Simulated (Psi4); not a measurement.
**CH5FOSi (SMILES CO[SiH2]F): HSE06/def2-SVP**

What is the energy change on altering one bond length of CH5FOSi at HSE06/def2-SVP? 

The calculation is run with Psi4 1.11.

2 further runs of the same task are left out: 2 set aside as unsound or not needed. Runs told in other sessions of the task aren't counted.

## (1) The structure to begin with

CH5FOSi has 9 atoms, charge 0, and is taken as a singlet. As SMILES, `CO[SiH2]F`. The shape is that of a PBE0-D4/def2-TZVP optimisation. This is one conformer, not always the lowest.

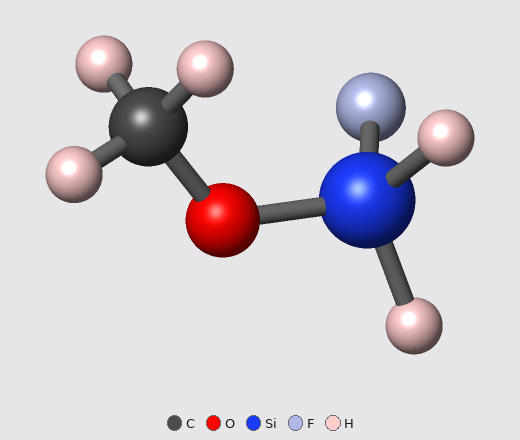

The structure, seen from a chosen angle (carbon dark grey, oxygen red, silicon blue, fluorine light blue, hydrogen pink).

## (2) A single-point energy at HSE06/def2-SVP

The input, ch5fosi.inp:

```
memory 2.2 GB

molecule {
  C
  O 1 1.411971
  Si 2 1.622544 1 125.16231
  F 3 1.59753 2 111.11274 1 -70.13521
  H 1 1.093506 2 110.64255 3 82.54198
  H 1 1.090769 5 108.82825 2 -118.84614
  H 1 1.096019 6 108.59726 5 118.27041
  H 3 1.47444 4 108.18408 2 116.98007
  H 3 1.483344 8 114.16085 2 122.64748
  units angstrom
  symmetry c1
  no_reorient
  no_com
}

set basis def2-SVP
set reference rks
set puream true
set e_convergence 1e-09
set d_convergence 1e-08
set scf_type pk
set dft_radial_points 99
set dft_spherical_points 590

e, wfn = energy('hse06', return_wfn=True)
oeprop(wfn, 'MULLIKEN_CHARGES', 'DIPOLE', 'QUADRUPOLE')
print_variables()
```

On the command line:

```
$ psi4 -n 1 ch5fosi.inp ch5fosi.out
```

ch5fosi.out:

```text
[...]
  Running in c1 symmetry.
[...]
  Nuclear repulsion =  182.271963020441149
[...]
  Multiplicity = 1
[...]
  Nalpha       = 21
  Nbeta        = 21
[...]
    Number of basis functions: 85
[...]
   @RKS iter   1:  -504.99554950939330   -3.50160e-01   7.70208e-03 DIIS/ADIIS
[...]
   @RKS iter  11:  -505.17995757518963    1.13687e-13   3.16642e-09 DIIS
[...]
    Orbital Energies [Eh]
    ---------------------
    Doubly Occupied:
       1A    -66.285944     2A    -24.740418     3A    -19.205727
       4A    -10.278117     5A     -5.364468     6A     -3.703948
       7A     -3.701810     8A     -3.699792     9A     -1.173018
      10A     -1.027743    11A     -0.700188    12A     -0.558434
      13A     -0.490301    14A     -0.470459    15A     -0.468647
      16A     -0.435620    17A     -0.432891    18A     -0.399922
      19A     -0.344176    20A     -0.315789    21A     -0.303555
[...]
  @RKS Final Energy:  -505.17995757518963
   => Energetics <=
    Nuclear Repulsion Energy =            182.2719630204411487
    One-Electron Energy =               -1060.6998224672761353
    Two-Electron Energy =                 409.5149284498889983
    DFT Exchange-Correlation Energy =     -36.2670265782436374
    Empirical Dispersion Energy =           0.0000000000000000
    VV10 Nonlocal Energy =                  0.0000000000000000
    Total Energy =                       -505.1799575751896327
[...]
 Multipole Moments:
 ------------------------------------------------------------------------------------
     Multipole            Electronic (a.u.)      Nuclear  (a.u.)        Total (a.u.)
 ------------------------------------------------------------------------------------
 L = 1.  Multiply by 2.5417464519 to convert [e a0] to [Debye]
 Dipole X            :         -3.2555380            3.6635458            0.4080078
 Dipole Y            :         -2.6710499            2.7726126            0.1015627
 Dipole Z            :          3.7766852           -4.2751384           -0.4984532
 Magnitude           :                                                    0.6521050
 L = 2.  Multiply by 1.3450342976 to convert [e a0^2] to [Debye ang]
 Quadrupole XX       :        -85.7904510           61.9207071          -23.8697439
 Quadrupole XY       :        -47.0991851           46.1146391           -0.9845461
[...]
  Mulliken Charges: (a.u.)
   Center  Symbol    Alpha    Beta     Spin     Total
       1     C     2.93056  2.93056  0.00000  0.13888
       2     O     4.24624  4.24624  0.00000 -0.49249
       3    SI     6.59906  6.59906  0.00000  0.80188
       4     F     4.67152  4.67152  0.00000 -0.34304
       5     H     0.47458  0.47458  0.00000  0.05084
       6     H     0.47424  0.47424  0.00000  0.05152
       7     H     0.48200  0.48200  0.00000  0.03601
       8     H     0.55523  0.55523  0.00000 -0.11046
       9     H     0.56658  0.56658  0.00000 -0.13315
   Total alpha = 21.00000, Total beta = 21.00000, Total charge =  0.00000
[...]
```

Wall time 44 s (1 thread of Intel Xeon Platinum 8375C at 2.90GHz (Ice Lake), shared host); peak memory 1.4 GiB.

## (3) The distorted shape: energy and forces at HSE06/def2-SVP

The input, input.inp:

```
memory 2200 mb

molecule {
  0 1
  C
  O 1 r2
  Si 2 r3 1 a3
  F 3 r4 2 a4 1 d4
  H 1 r5 2 a5 3 d5
  H 1 r6 5 a6 2 d6
  H 1 r7 6 a7 5 d7
  H 3 r8 4 a8 2 d8
  H 3 r9 8 a9 4 d9

  r2 = 1.411971
  r3 = 2.1093
  a3 = 125.1623
  r4 = 1.59753
  a4 = 111.11275
  d4 = -70.13521
  r5 = 1.093506
  a5 = 110.64255
  d5 = 82.54197
  r6 = 1.090769
  a6 = 108.82825
  d6 = -118.84614
  r7 = 1.096019
  a7 = 108.59726
  d7 = 118.27041
  r8 = 1.47444
  a8 = 108.18408
  d8 = 116.98007
  r9 = 1.483344
  a9 = 114.16085
  d9 = -117.64722
  units angstrom
  symmetry c1
  no_reorient
  no_com
}

set globals {
  basis                def2-SVP
  puream               true
  e_convergence        1e-09
  d_convergence        1e-08
  scf_type             pk
  dft_radial_points    99
  dft_spherical_points 590
}

e, wfn = gradient('hse06', return_wfn=True)
oeprop(wfn, 'QUADRUPOLE', 'MAYER_INDICES', 'LOWDIN_CHARGES')
```

On the command line:

```
$ psi4 -n 1 input.inp input.out
```

input.out (excerpt; [...] marks lines left out):

```text
[...]
  Running in c1 symmetry.
[...]
  Nuclear repulsion =  166.625837490586690
[...]
  Multiplicity = 1
[...]
  Nalpha       = 21
  Nbeta        = 21
[...]
    Number of basis functions: 85
[...]
   @RKS iter   1:  -504.89000621416380   -5.88848e-01   8.18914e-03 ADIIS/DIIS
[...]
   @RKS iter  12:  -505.11594727778566    4.54747e-13   2.61079e-09 DIIS
[...]
    Orbital Energies [Eh]
    ---------------------
    Doubly Occupied:
       1A    -66.329021     2A    -24.767005     3A    -19.178204
       4A    -10.248852     5A     -5.403112     6A     -3.742589
       7A     -3.740653     8A     -3.738165     9A     -1.197287
      10A     -0.950476    11A     -0.647302    12A     -0.570755
      13A     -0.469708    14A     -0.466319    15A     -0.460942
      16A     -0.424270    17A     -0.423835    18A     -0.400440
      19A     -0.361911    20A     -0.269938    21A     -0.247111
[...]
  @RKS Final Energy:  -505.11594727778566
   => Energetics <=
    Nuclear Repulsion Energy =            166.6258374905866901
    One-Electron Energy =               -1029.4752158135017908
    Two-Electron Energy =                 393.8962385947179428
    DFT Exchange-Correlation Energy =     -36.1628075495885142
    Empirical Dispersion Energy =           0.0000000000000000
    VV10 Nonlocal Energy =                  0.0000000000000000
    Total Energy =                       -505.1159472777856649
[...]
  -Total Gradient:
     Atom            X                  Y                   Z
    ------   -----------------  -----------------  -----------------
       1        0.001756358891     0.015981314820    -0.025599485952
       2       -0.001795555465     0.063000621033    -0.052931407751
       3       -0.009556531820    -0.068581823224     0.056266076800
       4        0.012599688108     0.002435524232     0.002389409880
       5        0.006451971356     0.000800461732     0.006876963605
       6       -0.003128232422    -0.007368381858     0.001847023099
       7       -0.003708249619     0.003215175002     0.007490038709
       8       -0.000383185066    -0.006443478745     0.000961682920
       9       -0.002180484708    -0.003016932296     0.002705824838
[...]
 Multipole Moments:
 ------------------------------------------------------------------------------------
[...]
```

It took 54 s on 1 thread of Intel Xeon Platinum 8375C at 2.90GHz (Ice Lake), shared host; peak memory 1.3 GiB.

## (4) Outcome

At HSE06/def2-SVP:

| quantity | value |
| --- | --- |
| first shape: total energy | -505.17996 Eh |
| first shape: dipole moment | 1.66 D |
| first shape: HOMO energy | -8.26 eV |
| first shape: LUMO energy | 1.10 eV |
| first shape: HOMO–LUMO gap | 9.36 eV |
| distorted shape: total energy | -505.11595 Eh |
| distorted shape: dipole moment | 1.69 D |
| distorted shape: HOMO energy | -6.72 eV |
| distorted shape: LUMO energy | -0.94 eV |
| distorted shape: HOMO–LUMO gap | 5.79 eV |
| distorted shape: largest force on an atom | 4.588 eV/Å |
| energy change with the O2–Si3 bond stretched from 1.623 to 2.109 Å | 1.742 eV |

What this shows: With the O2–Si3 bond stretched from 1.623 to 2.109 Å the energy rises by 1.74 eV (40 kcal/mol). The first shape isn't relaxed at this level, so the change isn't measured from a minimum. With no_com the log's rotational constants are taken about the origin, not the centre of mass, so they aren't the molecule's.
